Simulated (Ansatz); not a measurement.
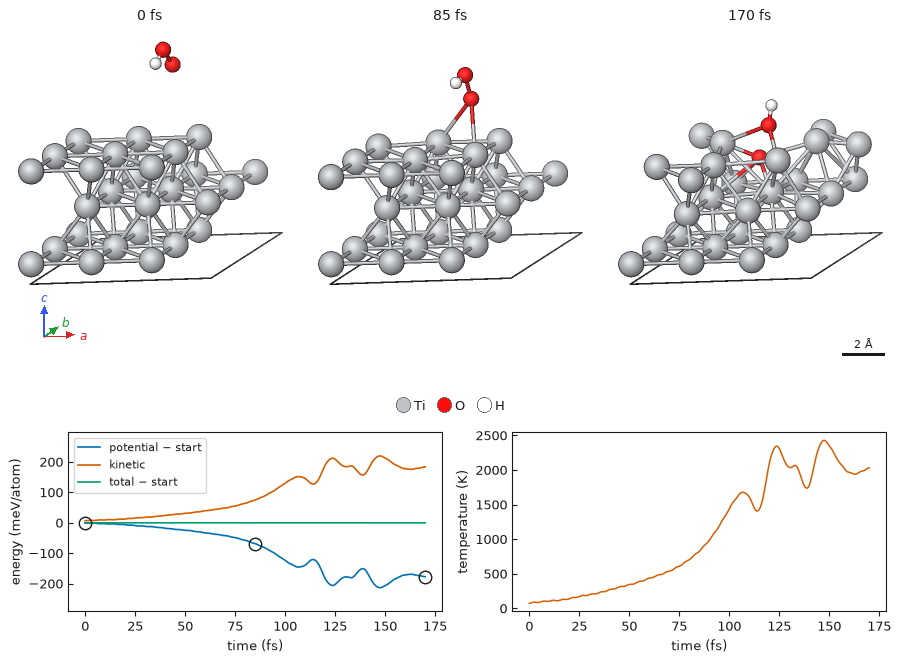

Molecular dynamics of OOH on Ti(0001) (30 atoms in the cell), 170 fs long. Frames and the history of the run. Style: ball-and-stick. Shown: the simulation cell, with the vacuum cut short, slightly off an axis. Atoms that leave the cell re-enter on the other side. Bonds to atoms that aren't drawn are left out.

All numbers below come from Ansatz 0.2.0, DFT PBE-D3(BJ), scalar-relativistic, plane waves, PAW. Settings: plane-wave cutoff 420 eV; k-point mesh 2 × 2 × 1; Fermi-Dirac smearing 0.1 eV; 9 atoms held fixed; constant energy (NVE); time step 0.5 fs; at the start 3 atoms move with typed velocities and the others are at rest.

Input file:
```yaml
crystal:
  lattice:
    - [8.85, 0.0, 0.0]
    - [4.425, 7.664325, 0.0]
    - [0.0, 0.0, 18.6846]
  atoms:
    - { symbol: Ti, position: [0.0, 0.0, 0.05352] }
    - { symbol: Ti, position: [0.3333333, 0.0, 0.05352] }
    - { symbol: Ti, position: [0.6666667, 0.0, 0.05352] }
    - { symbol: Ti, position: [0.0, 0.3333333, 0.05352] }
    - { symbol: Ti, position: [0.3333333, 0.3333333, 0.05352] }
    - { symbol: Ti, position: [0.6666667, 0.3333333, 0.05352] }
    - { symbol: Ti, position: [0.0, 0.6666667, 0.05352] }
    - { symbol: Ti, position: [0.3333333, 0.6666667, 0.05352] }
    - { symbol: Ti, position: [0.6666667, 0.6666667, 0.05352] }
    - { symbol: Ti, position: [-0.1111111, 0.2222222, 0.1788799] }
    - { symbol: Ti, position: [0.2222222, 0.2222222, 0.1788799] }
    - { symbol: Ti, position: [0.5555556, 0.2222222, 0.1788799] }
    - { symbol: Ti, position: [-0.1111111, 0.5555556, 0.1788799] }
    - { symbol: Ti, position: [0.2222222, 0.5555556, 0.1788799] }
    - { symbol: Ti, position: [0.5555556, 0.5555556, 0.1788799] }
    - { symbol: Ti, position: [-0.1111111, 0.8888889, 0.1788799] }
    - { symbol: Ti, position: [0.2222222, 0.8888889, 0.1788799] }
    - { symbol: Ti, position: [0.5555556, 0.8888889, 0.1788799] }
    - { symbol: Ti, position: [0.0, 0.0, 0.3042399] }
    - { symbol: Ti, position: [0.3333333, 0.0, 0.3042399] }
    - { symbol: Ti, position: [0.6666667, 0.0, 0.3042399] }
    - { symbol: Ti, position: [0.0, 0.3333333, 0.3042399] }
    - { symbol: Ti, position: [0.3333333, 0.3333333, 0.3042399] }
    - { symbol: Ti, position: [0.6666667, 0.3333333, 0.3042399] }
    - { symbol: Ti, position: [0.0, 0.6666667, 0.3042399] }
    - { symbol: Ti, position: [0.3333333, 0.6666667, 0.3042399] }
    - { symbol: Ti, position: [0.6666667, 0.6666667, 0.3042399] }
    - { symbol: O, position: [0.5690894, 0.5421477, 0.5166379] }
    - { symbol: O, position: [0.5589393, 0.4345709, 0.5701579] }
    - { symbol: H, position: [0.5508193, 0.3485093, 0.5433979] }
basis:
  ecutwfc: 420.0
kpoints:
  mp_grid: { grid: [2, 2, 1] }
hamiltonian:
  xc: pbe
  dispersion: d3bj
scf:
  occupations: { method: fermi_dirac, width: 0.1 }
  lower_state_search: "off"
md:
  timestep: 0.5
  n_steps: 340
  ensemble: nve
  initial_velocities: zero
  seed: 318588
  initial_site_velocities:
    - { site: 27, velocity: [0.0, 0.0, -0.010813] }
    - { site: 28, velocity: [0.0, 0.0, -0.010813] }
    - { site: 29, velocity: [0.0, 0.0, -0.010813] }
  constraints: [{ sites: [0, 1, 2, 3, 4, 5, 6, 7, 8] }]
```

Launched with:
```bash
ansatz run input.yaml --threads 4 --pin off --max-ram 10240MiB --backend cpu --events-out ev --progress --plain --runs-dir out
```

Describe the run.

In the second half of the run the atoms are, in the root-mean-square, this far from where they began (common drift taken out): O 3.18 Å, H 1.81 Å, Ti 0.34 Å. Against the typical shortest distance between atoms in the first frame, about 2.9 Å, the O and H atoms wander away from their sites and keep going, while the Ti atoms only vibrate. 3 of the 21 free atoms end more than three quarters of that spacing from the start. Bond changes: one O–O bond breaks at about 120 fs. The mean temperature in the second half is 1802 K (standard deviation 422 K). It is well above the start because potential energy is released as heat. The potential energy is still drifting at the end, so the run hasn't reached equilibrium. The potential energy in the second half lies on average 156 meV per atom below the first frame.

Limits of the set-up: the cell has an odd number of electrons but was run without spin polarisation.
